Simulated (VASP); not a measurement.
# Run report: GaHCNF, geometry relaxation (part 3 of 4)

GaHCNF (5 atoms in the cell); Kohn-Sham DFT of a periodic cell, PBE, VASP PAW PBE potentials, recommended, no spin polarisation (VASP 6.6.1); cutoff 520 eV, 1×1×1 k-mesh, Gaussian smearing of 0.01 eV. The run did not end well. It belongs to a series of runs on one base structure; here: atoms moved at random by about 0.02 A. The run did not end well; see the last part.

Geometry of the input (Å; fractional positions):
```
12.0000  0.0000  0.0000
0.0000  13.0000  0.0000
0.0000  0.0000  12.0000
N  0.6241  0.3618  0.6035
C  0.5767  0.4224  0.5500
Ga 0.5007  0.5296  0.4649
F  0.3788  0.4848  0.4028
H  0.5370  0.6426  0.4515
```

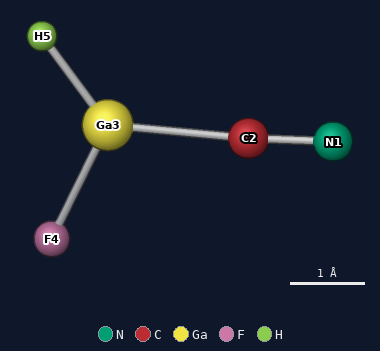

*The geometry at step 3 of the log (ball-and-stick view of the molecule without its box, seen at a tilt; atoms are numbered from 1 in the order of the input).*

**Parts of OUTCAR, continued**
```
 NGX is ok and might be reduce to    90
   NGX = 45   NGY = 49   NGZ = 45

--------------------------------------- Ionic step        1  -------------------------------------------

 number of electron      29.9999996 magnetization

 Free energy of the ion-electron system (eV)
  ---------------------------------------------------
  ext. energy  EPLUGINS =         0.00000000
  ---------------------------------------------------
  free energy    TOTEN  =       -26.73520666 eV

  energy without entropy =      -26.73520666  energy(sigma->0) =      -26.73520666

------------------------ aborting loop because EDIFF is reached ----------------------------------------

  FORCE on cell =-STRESS in cart. coord.  units (eV):
  Direction    XX          YY          ZZ          XY          YZ          ZX
  --------------------------------------------------------------------------------------
  -------------------------------------------------------------------------------------
  Total        0.3884585     -0.3616129     -0.0148014      0.2744363      0.2413345      0.2122237
  in kB        0.3324676     -0.3094914     -0.0126680      0.2348801      0.2065495      0.1816346
  external PRESSURE =       0.0034361 kB  Pullay stress =       0.0000000 kB

 VOLUME and BASIS-vectors are now :
 -----------------------------------------------------------------------------
  energy-cutoff  :      520.00
  volume of cell :     1872.00
      direct lattice vectors                 reciprocal lattice vectors
    12.000000000  0.000000000  0.000000000     0.083333333  0.000000000  0.000000000
     0.000000000 13.000000000  0.000000000     0.000000000  0.076923077  0.000000000
     0.000000000  0.000000000 12.000000000     0.000000000  0.000000000  0.083333333

 POSITION                                       TOTAL-FORCE (eV/Angst)
 -----------------------------------------------------------------------------------
      7.48961      4.70304      7.24258         0.154278     -0.209109      0.159959
      6.92033      5.49167      6.59969        -0.331144      0.432969     -0.345031
      6.00872      6.88518      5.57822         0.614227      0.076204      0.399328
      4.54505      6.30297      4.83332        -0.384698     -0.164130     -0.205271
      6.44448      8.35355      5.41771        -0.052662     -0.135934     -0.008986
 -----------------------------------------------------------------------------------
    total drift:                                0.000772     -0.000323      0.000017

  FREE ENERGIE OF THE ION-ELECTRON SYSTEM (eV)
  ---------------------------------------------------
  free  energy   TOTEN  =       -26.7352066568 eV

  energy  without entropy=      -26.7352066568  energy(sigma->0) =      -26.73520666

--------------------------------------- Ionic step        2  -------------------------------------------

 number of electron      29.9999995 magnetization

------------------------ aborting loop because EDIFF is reached ----------------------------------------

  FORCE on cell =-STRESS in cart. coord.  units (eV):
  Direction    XX          YY          ZZ          XY          YZ          ZX
  --------------------------------------------------------------------------------------
  -------------------------------------------------------------------------------------
  Total       -2.1001615     -2.0514641     -1.6685463      1.0989103      1.4022742     -1.6975171
  in kB       -1.7974525     -1.7557742     -1.4280486      0.9405177      1.2001560     -1.4528437
  external PRESSURE =      -1.6604251 kB  Pullay stress =       0.0000000 kB

 VOLUME and BASIS-vectors are now :
 -----------------------------------------------------------------------------
  energy-cutoff  :      520.00
  volume of cell :     1872.00
      direct lattice vectors                 reciprocal lattice vectors
    12.000000000  0.000000000  0.000000000     0.083333333  0.000000000  0.000000000
     0.000000000 13.000000000  0.000000000     0.000000000  0.076923077  0.000000000
     0.000000000  0.000000000 12.000000000     0.000000000  0.000000000  0.083333333

 POSITION                                       TOTAL-FORCE (eV/Angst)
 -----------------------------------------------------------------------------------
      7.49705      4.69295      7.25029        -2.069108      2.853856     -2.338041
      6.90435      5.51256      6.58304         2.241087     -3.155979      2.541514
      6.03836      6.88885      5.59749        -0.804595     -0.025164     -0.481630
      4.52649      6.29505      4.82342         0.625856      0.244995      0.312028
      6.44194      8.34700      5.41728         0.006760      0.082291     -0.033871
 -----------------------------------------------------------------------------------
    total drift:                               -0.000946     -0.001313      0.000921

  FREE ENERGIE OF THE ION-ELECTRON SYSTEM (eV)
  ---------------------------------------------------
  free  energy   TOTEN  =       -26.6313152268 eV

  energy  without entropy=      -26.6313152268  energy(sigma->0) =      -26.63131523

--------------------------------------- Ionic step        3  -------------------------------------------

 number of electron      29.9999993 magnetization

------------------------ aborting loop because EDIFF is reached ----------------------------------------

  FORCE on cell =-STRESS in cart. coord.  units (eV):
  Direction    XX          YY          ZZ          XY          YZ          ZX
  --------------------------------------------------------------------------------------
  -------------------------------------------------------------------------------------
  Total       -0.1036934     -0.7216074     -0.3474356      0.4446267      0.4842341     -0.1678032
  in kB       -0.0887474     -0.6175978     -0.2973576      0.3805400      0.4144385     -0.1436167
  external PRESSURE =      -0.3345676 kB  Pullay stress =       0.0000000 kB

 VOLUME and BASIS-vectors are now :
 -----------------------------------------------------------------------------
  energy-cutoff  :      520.00
  volume of cell :     1872.00
      direct lattice vectors                 reciprocal lattice vectors
    12.000000000  0.000000000  0.000000000     0.083333333  0.000000000  0.000000000
     0.000000000 13.000000000  0.000000000     0.000000000  0.076923077  0.000000000
     0.000000000  0.000000000 12.000000000     0.000000000  0.000000000  0.083333333

 POSITION                                       TOTAL-FORCE (eV/Angst)
 -----------------------------------------------------------------------------------
      7.49092      4.70125      7.24394        -0.290908      0.405196     -0.341585
      6.91750      5.49536      6.59674         0.171480     -0.264807      0.219500
      6.01397      6.88583      5.58163         0.342567      0.038458      0.236826
      4.54177      6.30157      4.83157        -0.181528     -0.081269     -0.101779
      6.44403      8.35239      5.41764        -0.041610     -0.097577     -0.012962
 -----------------------------------------------------------------------------------
    total drift:                                0.000455     -0.000518      0.000367

  FREE ENERGIE OF THE ION-ELECTRON SYSTEM (eV)
  ---------------------------------------------------
  free  energy   TOTEN  =       -26.7406504019 eV

  energy  without entropy=      -26.7406504019  energy(sigma->0) =      -26.74065040

[... ionic steps 4 to 37 ...]

--------------------------------------- Ionic step       38  -------------------------------------------

 number of electron      30.0000000 magnetization

------------------------ aborting loop because EDIFF is reached ----------------------------------------

  FORCE on cell =-STRESS in cart. coord.  units (eV):
  Direction    XX          YY          ZZ          XY          YZ          ZX
  --------------------------------------------------------------------------------------
  -------------------------------------------------------------------------------------
  Total       -0.0623627     -0.0828493     -0.0759206      0.0246112      0.0030364      0.0072944
  in kB       -0.0533740     -0.0709078     -0.0649777      0.0210639      0.0025987      0.0062430
  external PRESSURE =      -0.0630865 kB  Pullay stress =       0.0000000 kB

 VOLUME and BASIS-vectors are now :
 -----------------------------------------------------------------------------
  energy-cutoff  :      520.00
  volume of cell :     1872.00
      direct lattice vectors                 reciprocal lattice vectors
    12.000000000  0.000000000  0.000000000     0.083333333  0.000000000  0.000000000
     0.000000000 13.000000000  0.000000000     0.000000000  0.076923077  0.000000000
     0.000000000  0.000000000 12.000000000     0.000000000  0.000000000  0.083333333

 POSITION                                       TOTAL-FORCE (eV/Angst)
 -----------------------------------------------------------------------------------
      7.48409      4.70034      7.22949        -0.006775     -0.004577     -0.002476
      6.90746      5.50050      6.60295         0.007638      0.003791      0.005493
      6.02639      6.88925      5.59825         0.009940     -0.006022      0.008362
      4.55263      6.29735      4.83364        -0.016206     -0.009235     -0.008991
      6.43760      8.34896      5.40719         0.005402      0.016043     -0.002388
 -----------------------------------------------------------------------------------
    total drift:                                0.001067     -0.000745      0.001406

  FREE ENERGIE OF THE ION-ELECTRON SYSTEM (eV)
  ---------------------------------------------------
  free  energy   TOTEN  =       -26.7466763664 eV

  energy  without entropy=      -26.7466763664  energy(sigma->0) =      -26.74667637

--------------------------------------- Ionic step       39  -------------------------------------------

 number of electron      30.0000000 magnetization

------------------------ aborting loop because EDIFF is reached ----------------------------------------

  FORCE on cell =-STRESS in cart. coord.  units (eV):
  Direction    XX          YY          ZZ          XY          YZ          ZX
  --------------------------------------------------------------------------------------
  -------------------------------------------------------------------------------------
  Total       -0.0583332     -0.0761990     -0.0700987      0.0217975      0.0008251      0.0074491
  in kB       -0.0499253     -0.0652160     -0.0599949      0.0186557      0.0007062      0.0063754
  external PRESSURE =      -0.0583787 kB  Pullay stress =       0.0000000 kB

 VOLUME and BASIS-vectors are now :
 -----------------------------------------------------------------------------
  energy-cutoff  :      520.00
  volume of cell :     1872.00
      direct lattice vectors                 reciprocal lattice vectors
    12.000000000  0.000000000  0.000000000     0.083333333  0.000000000  0.000000000
     0.000000000 13.000000000  0.000000000     0.000000000  0.076923077  0.000000000
     0.000000000  0.000000000 12.000000000     0.000000000  0.000000000  0.083333333

 POSITION                                       TOTAL-FORCE (eV/Angst)
 -----------------------------------------------------------------------------------
      7.48406      4.70030      7.22945        -0.005148     -0.006449     -0.000409
      6.90747      5.50053      6.60300         0.006348      0.005444      0.004128
      6.02642      6.88925      5.59829         0.008042     -0.006091      0.006234
      4.55263      6.29732      4.83363        -0.014530     -0.008274     -0.007901
      6.43760      8.34901      5.40716         0.005287      0.015370     -0.002053
 -----------------------------------------------------------------------------------
    total drift:                                0.000612     -0.000664     -0.000241

  FREE ENERGIE OF THE ION-ELECTRON SYSTEM (eV)
  ---------------------------------------------------
  free  energy   TOTEN  =       -26.7466797200 eV

  energy  without entropy=      -26.7466797200  energy(sigma->0) =      -26.74667972

--------------------------------------- Ionic step       40  -------------------------------------------

 number of electron      30.0000000 magnetization

 Free energy of the ion-electron system (eV)
  ---------------------------------------------------
  ext. energy  EPLUGINS =         0.00000000
  ---------------------------------------------------
  free energy    TOTEN  =       -26.74668700 eV

  energy without entropy =      -26.74668700  energy(sigma->0) =      -26.74668700

 E-fermi :  -8.2368     XC(G=0):  -0.6927     alpha+bet : -0.2663

 val. band max:       -8.3120478468   @ k =   0.0000   0.0000   0.0000
 cond. band min:      -3.2344560862   @ k =   0.0000   0.0000   0.0000
 fundamental gap:      5.0775917606
 Fermi energy:        -8.2368210353

 k-point     1 :       0.0000    0.0000    0.0000
  band No.  band energies     occupation
      1     -28.4953      2.00000
      2     -22.6493      2.00000
      3     -20.7716      2.00000
      4     -20.6373      2.00000
      5     -20.5950      2.00000
      6     -20.5091      2.00000
      7     -20.3830      2.00000
      8     -13.5982      2.00000
      9     -10.8319      2.00000
     10      -9.8336      2.00000
     11      -9.3830      2.00000
     12      -9.0202      2.00000
     13      -8.7395      2.00000
     14      -8.5897      2.00000
     15      -8.3120      2.00000
     16      -3.2345      0.00000
     17      -1.7275      0.00000
     18      -1.3438      0.00000
     19      -0.2507      0.00000

------------------------ aborting loop because EDIFF is reached ----------------------------------------

  FORCE on cell =-STRESS in cart. coord.  units (eV):
  Direction    XX          YY          ZZ          XY          YZ          ZX
  --------------------------------------------------------------------------------------
  -------------------------------------------------------------------------------------
  Total       -0.0638712     -0.0776514     -0.0715398      0.0156896     -0.0034898      0.0075975
  in kB       -0.0546650     -0.0664590     -0.0612283      0.0134282     -0.0029868      0.0065024
  external PRESSURE =      -0.0607841 kB  Pullay stress =       0.0000000 kB

 VOLUME and BASIS-vectors are now :
 -----------------------------------------------------------------------------
  energy-cutoff  :      520.00
  volume of cell :     1872.00
      direct lattice vectors                 reciprocal lattice vectors
    12.000000000  0.000000000  0.000000000     0.083333333  0.000000000  0.000000000
     0.000000000 13.000000000  0.000000000     0.000000000  0.076923077  0.000000000
     0.000000000  0.000000000 12.000000000     0.000000000  0.000000000  0.083333333

 POSITION                                       TOTAL-FORCE (eV/Angst)
 -----------------------------------------------------------------------------------
      7.48395      4.70018      7.22932        -0.000858     -0.011310      0.004558
      6.90750      5.50063      6.60315         0.002903      0.009607      0.000140
      6.02652      6.88924      5.59841         0.004091     -0.004423      0.002646
      4.55262      6.29721      4.83359        -0.010855     -0.006972     -0.005841
      6.43760      8.34914      5.40705         0.004719      0.013097     -0.001502
 -----------------------------------------------------------------------------------
    total drift:                                0.000373     -0.000048     -0.001678

  FREE ENERGIE OF THE ION-ELECTRON SYSTEM (eV)
  ---------------------------------------------------
  free  energy   TOTEN  =       -26.7466869986 eV

  energy  without entropy=      -26.7466869986  energy(sigma->0) =      -26.74668700
```

**CONTCAR**
```
GaHCNF
   1.00000000000000
    12.0000000000000000    0.0000000000000000    0.0000000000000000
     0.0000000000000000   13.0000000000000000    0.0000000000000000
     0.0000000000000000    0.0000000000000000   12.0000000000000000
  N               C               Ga              F               H
     1     1     1     1     1
Direct
     0.6236623781042538    0.3615525519934774    0.6024436832124667
     0.5756246714094544    0.4231251945877270    0.5502627931378907
     0.5022097895252529    0.5299414214876741    0.4665337558540538
     0.3793850869591699    0.4844009643051118    0.4027991988296639
     0.5364670740018666    0.6422418676260119    0.4505875689659273

  0.00000000E+00  0.00000000E+00  0.00000000E+00
  0.00000000E+00  0.00000000E+00  0.00000000E+00
  0.00000000E+00  0.00000000E+00  0.00000000E+00
  0.00000000E+00  0.00000000E+00  0.00000000E+00
  0.00000000E+00  0.00000000E+00  0.00000000E+00
```

**Trajectory as extended XYZ (Å, eV, eV/Å), 40 frames, from step=0 to step=39**
```
5
Lattice="12.0000 0.0000 0.0000 0.0000 13.0000 0.0000 0.0000 0.0000 12.0000" Properties=species:S:1:pos:R:3:forces:R:3 step=0 energy=-26.73521
N     7.4896    4.7030    7.2426    0.1543  -0.2091   0.1600
C     6.9203    5.4917    6.5997   -0.3311   0.4330  -0.3450
Ga    6.0087    6.8852    5.5782    0.6142   0.0762   0.3993
F     4.5450    6.3030    4.8333   -0.3847  -0.1641  -0.2053
H     6.4445    8.3536    5.4177   -0.0527  -0.1359  -0.0090
5
Lattice="12.0000 0.0000 0.0000 0.0000 13.0000 0.0000 0.0000 0.0000 12.0000" Properties=species:S:1:pos:R:3:forces:R:3 step=1 energy=-26.63132
N     7.4971    4.6929    7.2503   -2.0691   2.8539  -2.3380
C     6.9044    5.5126    6.5830    2.2411  -3.1560   2.5415
Ga    6.0384    6.8889    5.5975   -0.8046  -0.0252  -0.4816
F     4.5265    6.2951    4.8234    0.6259   0.2450   0.3120
H     6.4419    8.3470    5.4173    0.0068   0.0823  -0.0339
5
Lattice="12.0000 0.0000 0.0000 0.0000 13.0000 0.0000 0.0000 0.0000 12.0000" Properties=species:S:1:pos:R:3:forces:R:3 step=2 energy=-26.74065
N     7.4909    4.7013    7.2439   -0.2909   0.4052  -0.3416
C     6.9175    5.4954    6.5967    0.1715  -0.2648   0.2195
Ga    6.0140    6.8858    5.5816    0.3426   0.0385   0.2368
F     4.5418    6.3016    4.8316   -0.1815  -0.0813  -0.1018
H     6.4440    8.3524    5.4176   -0.0416  -0.0976  -0.0130
5
Lattice="12.0000 0.0000 0.0000 0.0000 13.0000 0.0000 0.0000 0.0000 12.0000" Properties=species:S:1:pos:R:3:forces:R:3 step=3 energy=-26.71865
N     7.4828    4.7127    7.2339    0.6810  -0.9619   0.7595
C     6.9166    5.4949    6.5975   -0.6859   0.9522  -0.7586
Ga    6.0422    6.8892    5.6006   -0.7594  -0.3894  -0.3433
F     4.5254    6.2944    4.8226    0.7363   0.2786   0.3731
H     6.4411    8.3453    5.4169    0.0279   0.1205  -0.0308
5
Lattice="12.0000 0.0000 0.0000 0.0000 13.0000 0.0000 0.0000 0.0000 12.0000" Properties=species:S:1:pos:R:3:forces:R:3 step=4 energy=-26.74487
N     7.4886    4.7045    7.2411   -0.0285   0.0355  -0.0436
C     6.9173    5.4952    6.5969   -0.0594   0.0643  -0.0451
Ga    6.0219    6.8868    5.5870    0.0039  -0.0955   0.0602
F     4.5371    6.2996    4.8290    0.1055   0.0322   0.0460
H     6.4432    8.3504    5.4174   -0.0215  -0.0365  -0.0175
5
Lattice="12.0000 0.0000 0.0000 0.0000 13.0000 0.0000 0.0000 0.0000 12.0000" Properties=species:S:1:pos:R:3:forces:R:3 step=5 energy=-26.74581
N     7.4872    4.7064    7.2390   -0.0399   0.0510  -0.0560
C     6.9152    5.4974    6.5954    0.0050  -0.0345   0.0290
Ga    6.0238    6.8837    5.5902   -0.0193   0.0150   0.0056
F     4.5398    6.3002    4.8301    0.0776   0.0190   0.0337
H     6.4423    8.3487    5.4168   -0.0234  -0.0505  -0.0124
```
